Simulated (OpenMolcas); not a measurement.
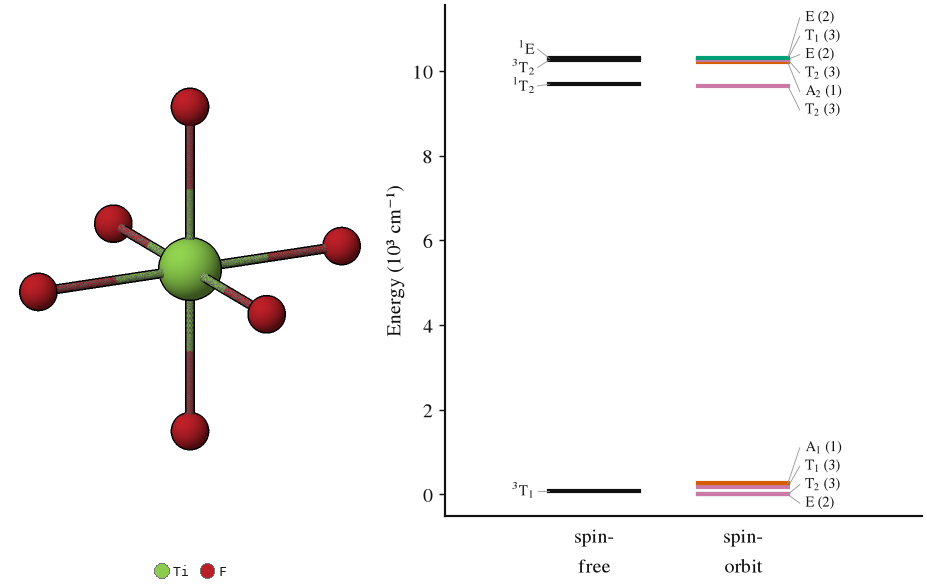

Ti²⁺ (3d²) as a dopant in CsCaF₃, a cluster with its 6 nearest F⁻ at 2.203 Å (octahedron) embedded in model potentials and point charges; the geometry was set, not optimised, and its levels. Labels give the representation in O, Td, D4 or D3 as the site allows (double group for half-integer spin) where it could be assigned and, in brackets, the degeneracy; spin-free states, where drawn, share the zero of the spin-orbit levels. The calculation used state-averaged SS-CASPT2, IPEA shift 0.25, imaginary shift 0.1 hartree, closed shells 3s 3p correlated, active space 2 electrons in the shell 3d, basis ANO-RCC-VDZP on all atoms, DKH2 scalar Hamiltonian, spin-orbit coupling by RASSI with atomic mean-field integrals (OpenMolcas).

Describe the ground state and the low levels.

Answer. The ground level is E, doubly degenerate, 100 % from states of spin multiplicity 3. Its principal g values are all close to zero. The next level lies at 2.9 cm⁻¹ (T₂). The lowest spin-free state is ³T₁, from the free-ion F term; of the same spin there follows at 10,200 cm⁻¹ (³T₂) above it. A ligand-field fit to the spin-free states gives |10Dq| = 11,600 cm⁻¹, B = 694 and C = 2,720 cm⁻¹ (rms misfit 300 cm⁻¹).

Limits of the model: the geometry is set by hand, with no relaxation and no charge compensation.
